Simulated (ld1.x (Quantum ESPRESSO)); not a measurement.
**Copper: generating and testing a TM potential**

Task: generate the file, and judge it by its errors in other configurations, its logarithmic derivatives, its ghosts and its cutoff.

Program: ld1.x (Quantum ESPRESSO) 7.5. Reference atom: PBE, scalar-relativistic, spherical and spin-unpolarised. All values are calculated.

## Step 1: The design

The settings as typed:

```json
{
  "element": "copper (Cu, Z = 29)",
  "type": "norm-conserving Troullier–Martins (Kleinman–Bylander form)",
  "frozen core": "[Ne]",
  "valence charge": "19",
  "reference configuration": "3s2 3p6 3d10 4s0.75 4p0.25",
  "partial waves": "3s (bound): rc 1.15 bohr; 3p (bound): rc 1.00 bohr; 3d (bound): rc 1.24 bohr",
  "occupied shells without a wave": "4p, 4s",
  "local potential": "all-electron potential smoothed inside 0.75 bohr (lloc = -1)",
  "core correction": "a·sin(br)/r model core inside 0.80 bohr"
}
```

An earlier all-electron run gives the scale for the radii.

All-electron outer shells of the reference configuration (PBE, scalar-relativistic, ld1.x):

```tsv
shell	level (eV)	outermost node (bohr)	outermost maximum (bohr)
2s	-1063.03	0.07	0.20
2p	-917.54	–	0.16
3s	-115.30	0.29	0.61
3p	-72.75	0.26	0.62
3d	-5.64	–	0.60
4s	-5.04	0.89	2.24
4p	-1.02	0.97	3.56
```

## Step 2: Generation

Cu.in

```
 &input
   title='Cu', zed=29., rel=1, dft='PBE', iswitch=3,
   config='[Ar] 3d10 4s0.75 4p0.25',
   nld=3, rlderiv=1.35, eminld=-10.0, emaxld=5.0, deld=0.04
 /
 &inputp
   pseudotype=2, tm=.true., lloc=-1, rcloc=0.75,
   nlcc=.true., rcore=0.80,
   file_pseudopw='Cu.UPF', file_wfcaegen='ae.wfc', file_wfcncgen='nc.wfc', file_beta='beta', file_chi='chi'
 /
3
3S  1  0   2.00   0.00  1.15  1.15  0.0
3P  2  1   6.00   0.00  1.00  1.00  0.0
3D  3  2  10.00   0.00  1.24  1.24  0.0
 &test
   configts(1)='3s2 3p6 3d10 4s0.75 4p0.25'
 /
```

Started as:

```bash
ld1.x < Cu.in > Cu.out
```

Output in Cu.out (without the banner and most projector matrices):

```text
     Program LD1 v.7.5
     --------------------------- All-electron run ----------------------------

     Cu
     scalar relativistic calculation

     atomic number is 29.00
     dft =PBE   lsd =0 sic =0 latt =0  beta=0.20 tr2=1.0E-14
     Exchange-correlation= PBE
                           (   1   4   3   4   0   0   0)
     mesh =1199 r(mesh) = 100.25372 a.u. xmin = -7.00 dx = 0.01250
     1 Ry =  13.60569312 eV, c = 137.03599908

     n l     nl                  e(Ry)          e(Ha)          e(eV)
     1 0     1S 1( 2.00)      -650.5930      -325.2965     -8851.7693
     2 0     2S 1( 2.00)       -78.1316       -39.0658     -1063.0344
     2 1     2P 1( 6.00)       -67.4379       -33.7190      -917.5399
     3 0     3S 1( 2.00)        -8.4746        -4.2373      -115.3033
     3 1     3P 1( 6.00)        -5.3469        -2.6734       -72.7481
     3 2     3D 1(10.00)        -0.4144        -0.2072        -5.6376
     4 0     4S 1( 0.75)        -0.3704        -0.1852        -5.0395
     4 1     4P 1( 0.25)        -0.0751        -0.0376        -1.0220

     final scf error:  3.6E-15 reached in  33 iterations

     Etot =   -3309.628883 Ry,   -1654.814441 Ha,  -45029.794933 eV

     Ekin =    3358.860207 Ry,    1679.430103 Ha,   45699.621218 eV
     Encl =   -7967.945356 Ry,   -3983.972678 Ha, -108409.419333 eV
     Eh   =    1434.495687 Ry,     717.247844 Ha,   19517.308108 eV
     Exc  =    -135.039421 Ry,     -67.519711 Ha,   -1837.304925 eV

     normalization and overlap integrals

     s(1S/1S) =  1.000000  <r> =   0.0521  <r2> =    0.0037  r(max) =   0.0341
     s(2S/2S) =  1.000000  <r> =   0.2352  <r2> =    0.0653  r(max) =   0.1960
     s(2P/2P) =  1.000000  <r> =   0.2064  <r2> =    0.0523  r(max) =   0.1585
     s(3S/3S) =  1.000000  <r> =   0.7120  <r2> =    0.5865  r(max) =   0.6112
     s(3P/3P) =  1.000000  <r> =   0.7496  <r2> =    0.6653  r(max) =   0.6189
     s(3D/3D) =  1.000000  <r> =   1.0423  <r2> =    1.5515  r(max) =   0.6036
     s(4S/4S) =  1.000000  <r> =   2.8995  <r2> =    9.9486  r(max) =   2.2428
     s(4P/4P) =  1.000000  <r> =   5.1346  <r2> =   32.9081  r(max) =   3.5616

     ------------------------ End of All-electron run ------------------------

     --------------------- Generating NC pseudopotential ---------------------

      Generating local potential from pseudized AE potential:
      Matching radius rcloc =   0.7500

      Local pseudo, rcloc= 0.747 Estimated cut-off energy=    44.55 Ry

      Computing core charge for nlcc:

       r > 0.80 : true rho core
       r < 0.80 : rho core = a sin(br)/r    a=   0.12  b=   3.65

      Integrated core pseudo-charge :   1.01

      Wfc   3S  rcut= 1.142  Using Troullier-Martins method

      Wfc   3P  rcut= 1.008  Using Troullier-Martins method

      Wfc   3D  rcut= 1.231  Using Troullier-Martins method

     ------------------- End of pseudopotential generation -------------------

     [... the all-electron block is printed once more ...]


     Computing logarithmic derivative in   1.35185
     Computing logarithmic derivative in   1.35185
     Computing the partial wave expansion
     R is outside the sphere for l=    0 j= 0.00
     R is outside the sphere for l=    1 j= 0.00
     R is outside the sphere for l=    2 j= 0.00

     ---------------------- Testing the pseudopotential ----------------------

     Cu
     scalar relativistic calculation

     atomic number is 29.00   valence charge is 19.00
     dft =PBE   lsd =0 sic =0 latt =0  beta=0.20 tr2=1.0E-14
     mesh =1199 r(mesh) = 100.25372 xmin = -7.00 dx = 0.01250

     n l     nl             e AE (Ry)        e PS (Ry)    De AE-PS (Ry)
     1 0     3S   1( 2.00)       -8.47464       -8.47463       -0.00001
     2 1     3P   1( 6.00)       -5.34689       -5.34693        0.00005
     3 2     3D   1(10.00)       -0.41436       -0.41436        0.00001
     2 0     4S   1( 0.75)       -0.37040       -0.40812        0.03772  !
     3 1     4P   1( 0.25)       -0.07512       -0.07557        0.00045

     eps = 2.0E-15  iter = 14

     Etot =   -3309.628883 Ry,   -1654.814441 Ha,  -45029.794933 eV
     Etotps =  -390.784366 Ry,    -195.392183 Ha,   -5316.892164 eV

     Ekin =     218.814976 Ry,     109.407488 Ha,    2977.129417 eV
     Encl =    -934.437865 Ry,    -467.218933 Ha,  -12713.674840 eV
     Ehrt =     348.253544 Ry,     174.126772 Ha,    4738.230850 eV
     Ecxc =     -38.020997 Ry,     -19.010498 Ha,    -517.302013 eV
     (Ecc =      -0.259414 Ry,      -0.129707 Ha,      -3.529514 eV)
     Epseu=      14.605976 Ry,       7.302988 Ha,     198.724423 eV

     ---------------------- End of pseudopotential test ----------------------
```

Wall time 1.3 s (1 thread, shared host). This counts the later configuration tests of the new file too.

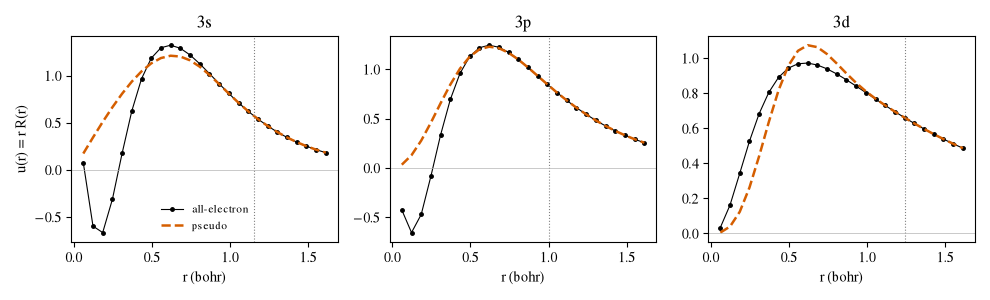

Bound waves of the atom and their pseudo partners (3s, 3p, 3d), with the matching radii dotted. The curves join 26 sampled radii, too few to resolve the innermost nodes.

## Step 3: Testing the new file in other configurations

Cu.test.in

```
 &input
   title='Cu', zed=29., rel=1, dft='PBE', iswitch=2,
   config='[Ar] 3d10 4s0.75 4p0.25'
 /
 &test
   file_pseudo='Cu.UPF', nconf=8,
   configts(1)='3s2 3p6 3d10 4s0.75 4p0.25',
   configts(2)='3s2 3p6 3d10 4s1 4p0',
   configts(3)='3s2 3p6 3d10 4s0 4p0',
   configts(4)='3s2 3p6 3d9 4s0 4p0',
   configts(5)='3s2 3p6 3d9 4s2 4p0',
   configts(6)='3s2 3p6 3d9 4s1 4p1',
   configts(7)='3s2 3p6 3d7 4s0 4p0',
   configts(8)='3s2 3p6 3d10 4s0 4p1'
 /
```

Started as:

```bash
ld1.x < Cu.test.in > Cu.test.out
```

Cu.test.out, the pseudopotential blocks:

```text
     ---------------------- Testing the pseudopotential ----------------------

     Cu
     scalar relativistic calculation

     atomic number is 29.00   valence charge is 19.00
     dft =PBE   lsd =0 sic =0 latt =0  beta=0.20 tr2=1.0E-14
     mesh =1199 r(mesh) = 100.25372 xmin = -7.00 dx = 0.01250

     n l     nl             e AE (Ry)        e PS (Ry)    De AE-PS (Ry)
     1 0     3S   1( 2.00)       -8.47464       -8.47463       -0.00001
     2 1     3P   1( 6.00)       -5.34689       -5.34693        0.00005
     3 2     3D   1(10.00)       -0.41436       -0.41436        0.00001
     2 0     4S   1( 0.75)       -0.37040       -0.40812        0.03772  !
     3 1     4P   1( 0.25)       -0.07512       -0.07557        0.00045

     eps = 2.7E-15  iter = 14

     Etot =   -3309.628883 Ry,   -1654.814441 Ha,  -45029.794933 eV
     Etotps =  -390.784366 Ry,    -195.392183 Ha,   -5316.892164 eV

     Ekin =     218.814976 Ry,     109.407488 Ha,    2977.129416 eV
     Encl =    -934.437865 Ry,    -467.218933 Ha,  -12713.674840 eV
     Ehrt =     348.253544 Ry,     174.126772 Ha,    4738.230851 eV
     Ecxc =     -38.020997 Ry,     -19.010498 Ha,    -517.302013 eV
     (Ecc =      -0.259414 Ry,      -0.129707 Ha,      -3.529514 eV)
     Epseu=      14.605976 Ry,       7.302988 Ha,     198.724422 eV

     ---------------------- End of pseudopotential test ----------------------

     ---------------------- Testing the pseudopotential ----------------------

     Cu
     [...]
     n l     nl             e AE (Ry)        e PS (Ry)    De AE-PS (Ry)
     1 0     3S   1( 2.00)       -8.43051       -8.42536       -0.00515  !
     2 1     3P   1( 6.00)       -5.30241       -5.29720       -0.00522  !
     3 2     3D   1(10.00)       -0.37027       -0.36527       -0.00500
     2 0     4S   1( 1.00)       -0.33878       -0.37223        0.03345  !
     3 1     4P   1( 0.00)       -0.05121       -0.05438        0.00317

     eps = 7.0E-15  iter = 13

     Etot =   -3309.701531 Ry,   -1654.850765 Ha,  -45030.783357 eV
     Etotps =  -390.865710 Ry,    -195.432855 Ha,   -5317.998901 eV
     dEtot_ae =      -0.072648 Ry
     dEtot_ps =      -0.081344 Ry,   Delta E=       0.008696 Ry

     [...]
     ---------------------- End of pseudopotential test ----------------------

     ---------------------- Testing the pseudopotential ----------------------

     Cu
     [...]
     n l     nl             e AE (Ry)        e PS (Ry)    De AE-PS (Ry)
     1 0     3S   1( 2.00)       -9.06400       -9.09317        0.02917  !
     2 1     3P   1( 6.00)       -5.93825       -5.96781        0.02955  !
     3 2     3D   1(10.00)       -1.00387       -1.03256        0.02869  !
     2 0     4S   1( 0.00)       -0.87409       -0.94671        0.07263  !
     3 1     4P   1( 0.00)       -0.48142       -0.51012        0.02870  !

     eps = 8.7E-15  iter = 10

     Etot =   -3309.102669 Ry,   -1654.551334 Ha,  -45022.635421 eV
     Etotps =  -390.214096 Ry,    -195.107048 Ha,   -5309.133246 eV
     dEtot_ae =       0.526214 Ry
     dEtot_ps =       0.570270 Ry,   Delta E=      -0.044056 Ry

     [...]
     ---------------------- End of pseudopotential test ----------------------

     ---------------------- Testing the pseudopotential ----------------------

     Cu
     [...]
     n l     nl             e AE (Ry)        e PS (Ry)    De AE-PS (Ry)
     1 0     3S   1( 2.00)      -10.31083      -10.35086        0.04003  !
     2 1     3P   1( 6.00)       -7.17487       -7.21476        0.03988  !
     3 2     3D   1( 9.00)       -2.17762       -2.21489        0.03726  !
     2 0     4S   1( 0.00)       -1.64243       -1.75621        0.11378  !
     3 1     4P   1( 0.00)       -1.12816       -1.17075        0.04259  !

     eps = 4.2E-15  iter = 12

     Etot =   -3307.534761 Ry,   -1653.767381 Ha,  -45001.302955 eV
     Etotps =  -388.612690 Ry,    -194.306345 Ha,   -5287.345004 eV
     dEtot_ae =       2.094122 Ry
     dEtot_ps =       2.171676 Ry,   Delta E=      -0.077555 Ry

     [...]
     ---------------------- End of pseudopotential test ----------------------

     ---------------------- Testing the pseudopotential ----------------------

     Cu
     [...]
     n l     nl             e AE (Ry)        e PS (Ry)    De AE-PS (Ry)
     1 0     3S   1( 2.00)       -8.81962       -8.77902       -0.04060  !
     2 1     3P   1( 6.00)       -5.68196       -5.64104       -0.04092  !
     3 2     3D   1( 9.00)       -0.69958       -0.66033       -0.03926  !
     2 0     4S   1( 2.00)       -0.42717       -0.45558        0.02841  !
     3 1     4P   1( 0.00)       -0.08609       -0.07814       -0.00795  !

     eps = 1.8E-15  iter = 20

     Etot =   -3309.556741 Ry,   -1654.778371 Ha,  -45028.813395 eV
     Etotps =  -390.772364 Ry,    -195.386182 Ha,   -5316.728863 eV
     dEtot_ae =       0.072142 Ry
     dEtot_ps =       0.012002 Ry,   Delta E=       0.060139 Ry

     [...]
     ---------------------- End of pseudopotential test ----------------------

     ---------------------- Testing the pseudopotential ----------------------

     Cu
     [...]
     n l     nl             e AE (Ry)        e PS (Ry)    De AE-PS (Ry)
     1 0     3S   1( 2.00)       -8.97493       -8.96422       -0.01071  !
     2 1     3P   1( 6.00)       -5.83772       -5.82683       -0.01089  !
     3 2     3D   1( 9.00)       -0.85163       -0.84014       -0.01149  !
     2 0     4S   1( 1.00)       -0.52491       -0.57283        0.04792  !
     3 1     4P   1( 1.00)       -0.15499       -0.14989       -0.00510  !

     eps = 1.1E-15  iter = 23

     Etot =   -3309.200967 Ry,   -1654.600483 Ha,  -45023.972836 eV
     Etotps =  -390.370491 Ry,    -195.185245 Ha,   -5311.261100 eV
     dEtot_ae =       0.427916 Ry
     dEtot_ps =       0.413876 Ry,   Delta E=       0.014041 Ry

     [...]
     ---------------------- End of pseudopotential test ----------------------

     ---------------------- Testing the pseudopotential ----------------------

     Cu
     [...]
     n l     nl             e AE (Ry)        e PS (Ry)    De AE-PS (Ry)
     1 0     3S   1( 2.00)      -13.50856      -13.56809        0.05953  !
     2 1     3P   1( 6.00)      -10.33679      -10.38953        0.05273  !
     3 2     3D   1( 7.00)       -5.21378       -5.24770        0.03392  !
     2 0     4S   1( 0.00)       -3.53893       -3.79151        0.25259  !
     3 1     4P   1( 0.00)       -2.81949       -2.88817        0.06868  !

     eps = 1.6E-16  iter = 14

     Etot =   -3300.278327 Ry,   -1650.139164 Ha,  -44902.574139 eV
     Etotps =  -381.278343 Ry,    -190.639171 Ha,   -5187.556128 eV
     dEtot_ae =       9.350556 Ry
     dEtot_ps =       9.506023 Ry,   Delta E=      -0.155467 Ry

     [...]
     ---------------------- End of pseudopotential test ----------------------

     ---------------------- Testing the pseudopotential ----------------------

     Cu
     [...]
     n l     nl             e AE (Ry)        e PS (Ry)    De AE-PS (Ry)
     1 0     3S   1( 2.00)       -8.58689       -8.59994        0.01305  !
     2 1     3P   1( 6.00)       -5.46003       -5.47355        0.01351  !
     3 2     3D   1(10.00)       -0.52571       -0.53800        0.01229  !
     2 0     4S   1( 0.00)       -0.44612       -0.49286        0.04674  !
     3 1     4P   1( 1.00)       -0.12603       -0.12697        0.00094

     eps = 1.9E-15  iter = 15

     Etot =   -3309.397502 Ry,   -1654.698751 Ha,  -45026.646835 eV
     Etotps =  -390.521685 Ry,    -195.260842 Ha,   -5313.318201 eV
     dEtot_ae =       0.231381 Ry
     dEtot_ps =       0.262681 Ry,   Delta E=      -0.031301 Ry

     [...]
     ---------------------- End of pseudopotential test ----------------------
```

Energies count from the reference configuration 3s2 3p6 3d10 4s0.75 4p0.25; the error is all-electron less pseudo.

```tsv
valence configuration	charge	ΔE all-electron (eV)	error AE − PS (meV)
3s2 3p6 3d10 4s1 4p0	0	-0.988	+118
3s2 3p6 3d10 4s0 4p0	+1	7.160	-599
3s2 3p6 3d9 4s0 4p0	+2	28.492	-1055
3s2 3p6 3d9 4s2 4p0	0	0.982	+818
3s2 3p6 3d9 4s1 4p1	0	5.822	+191
3s2 3p6 3d7 4s0 4p0	+4	127.221	-2115
3s2 3p6 3d10 4s0 4p1	0	3.148	-426
```

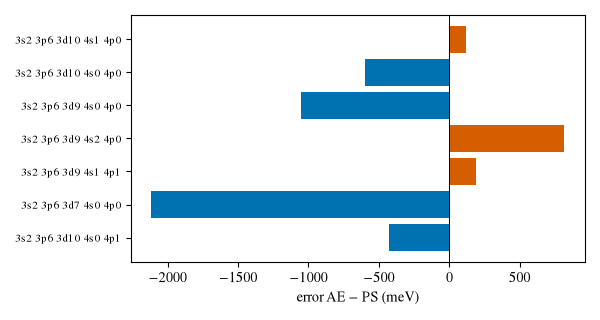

Error of the potential in each test configuration.

## Step 4: Logarithmic derivatives

Taken from the files of the generation run. The phase is arctan(r·u′/u) with u = r·R, unwrapped, with energies in Ry. A pole is an energy at which the radial function vanishes at the test radius. The pseudo phase is shifted by a multiple of π to meet the all-electron one at the reference energy. Levels narrower than the energy grid can be missing from the poles. The last column is the largest difference on the grid between −1 and +1 Ry.

| channel | radius (bohr) | reference (Ry) | poles AE | poles PS | window around the reference with phases within 0.05 rad (Ry) | largest difference near zero (rad) |
| --- | --- | --- | --- | --- | --- | --- |
| s | 1.35 | -8.47 | -7.76 | -7.76 | below -0.6 | 0.136 |
| p | 1.35 | -5.35 | -4.39 | -4.39 | below 4.8 | 0.004 |
| d | 1.35 | -0.41 | 1.09 | 1.11 | the whole range | 0.003 |

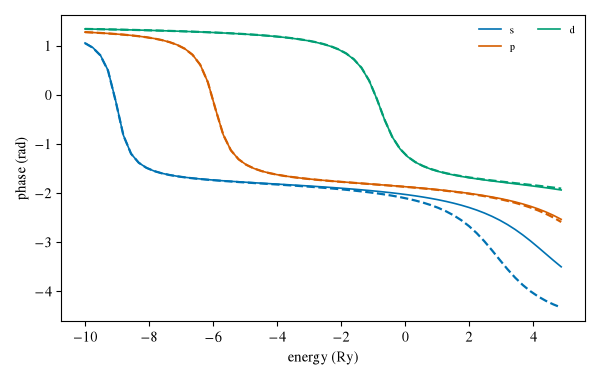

All-electron (solid) and pseudo (dashed) phases against energy.

## Step 5: Cutoff and ghost test in a Bessel basis

This step uses the generator's waves and projectors in a separate script. Basis: spherical Bessel functions vanishing at 20 bohr, q² up to the cutoff; potential fixed at the reference.

All-electron valence levels (Ry): 3s -8.4746, 4s -0.3704, 3p -5.3469, 4p -0.0751, 3d -0.4144. The lowest levels of each channel (Ry) by cutoff; the last column sums, over occupied levels, occupation times the distance from the level at 400 Ry. A positive value at high cutoff is not a bound level.

```
cutoff (Ry)     s #1     s #2     p #1     p #2     d #1    f #1  Σ f·Δε (mRy)
          8  -6.9261  -0.2571  -1.2089  -0.0186   0.0392  0.0900       32589.0
         18  -8.3405  -0.3719  -3.0681  -0.0419   0.0391  0.0900       18511.7
         35  -8.4295  -0.3981  -4.7722  -0.0646   0.0389  0.0900        8081.5
         55  -8.4591  -0.3998  -5.2519  -0.0731   0.0381  0.0900        5133.3
         90  -8.4730  -0.4026  -5.3454  -0.0754  -0.2133  0.0900        2027.0
        140  -8.4743  -0.4073  -5.3465  -0.0755  -0.4094  0.0900          53.2
        160  -8.4746  -0.4078  -5.3468  -0.0755  -0.4135  0.0900           9.6
        230  -8.4746  -0.4081  -5.3469  -0.0755  -0.4141  0.0900           2.3
        300  -8.4746  -0.4081  -5.3469  -0.0755  -0.4143  0.0900           0.5
        400  -8.4746  -0.4081  -5.3469  -0.0755  -0.4144  0.0900           0.0
```

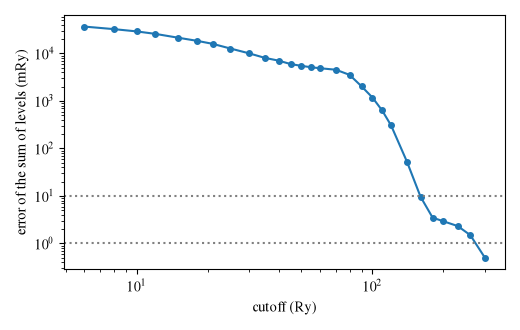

Occupation-weighted error of the valence levels against the cutoff; the dotted lines mark 10 and 1 mRy.

The sum stays within 10 mRy from 160 Ry and within 1 mRy from 300 Ry. The sum leaves out empty levels, which can need more. Ghost test: no level below the all-electron spectrum of its channel (s, p, d, f tested).

## Step 6: What came out

```
                                                quantity                               value
               cutoffs for 10 and 1 mRy, occupied levels                   160 Ry and 300 Ry
                                            bound ghosts                          none found
                       largest miss of a reference level                        513 meV (4s)
                            largest test error (AE − PS)  -2115 meV, for 3s2 3p6 3d7 4s0 4p0
largest phase difference near zero energy, channels read                           0.136 rad
```

Already in the reference configuration the 4s level is off by 513 meV; it has no partial wave or projector of its own. The worst unpolarised test, 3s2 3p6 3d7 4s0 4p0, is off by 2115 meV on 127.2 eV; by total energies transferability rates as poor. That test lies far up in energy; among those under 40 eV, nearer to bonding, the largest error is 1055 meV. The potential is very hard: the looser tolerance needs 160 Ry. The Bessel-basis test finds no level below the valence levels. Of the channels read, s scatters worst near zero energy, by up to 0.14 rad. These are tests on the free atom; a crystal test is still owed.
